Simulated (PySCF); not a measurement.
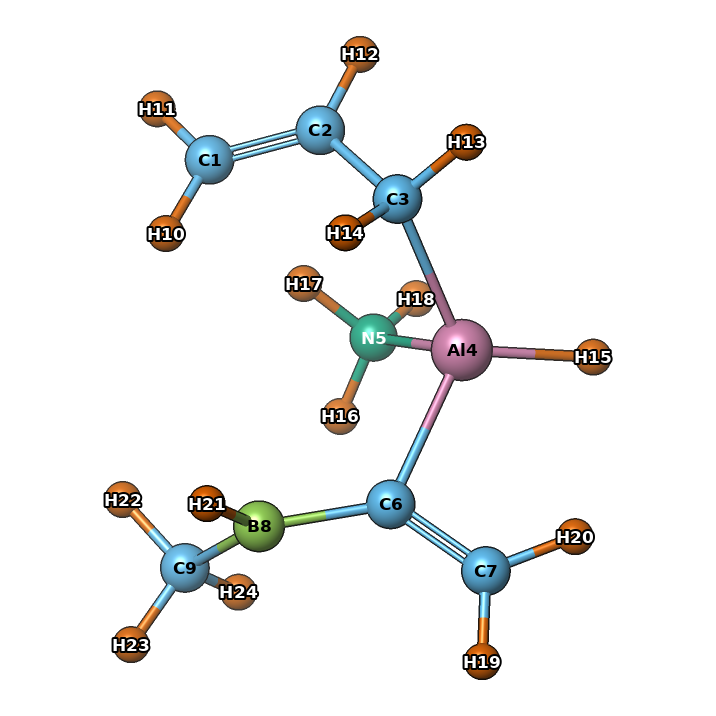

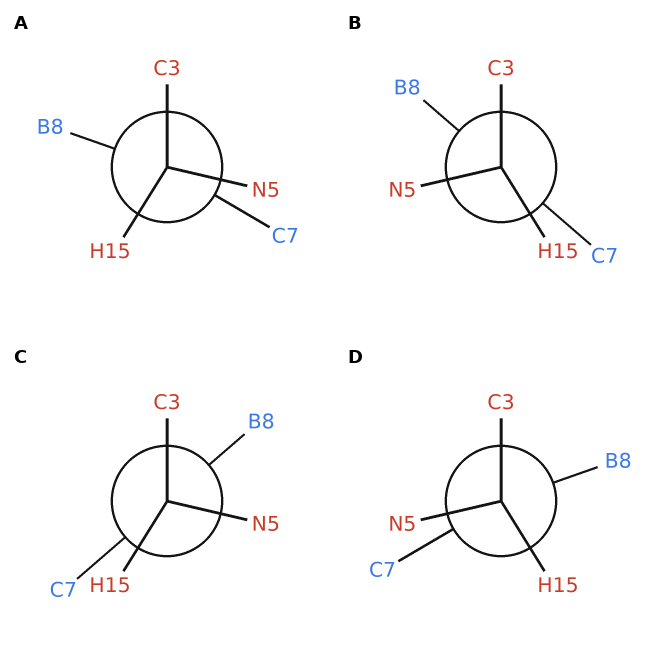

Depth is shown by fading: the farther an atom, the more it takes the colour of the background. Bonds that would overlap in a projection are set slightly apart. Computed geometry: GFN2-xTB optimisation. No frequency run is at hand to confirm it as a minimum.

### Which Newman projection shows the view along Al4–C6, with Al4 in front?

C. The torsion angle N5–Al4–C6–C7 is 125°, anticlinal.
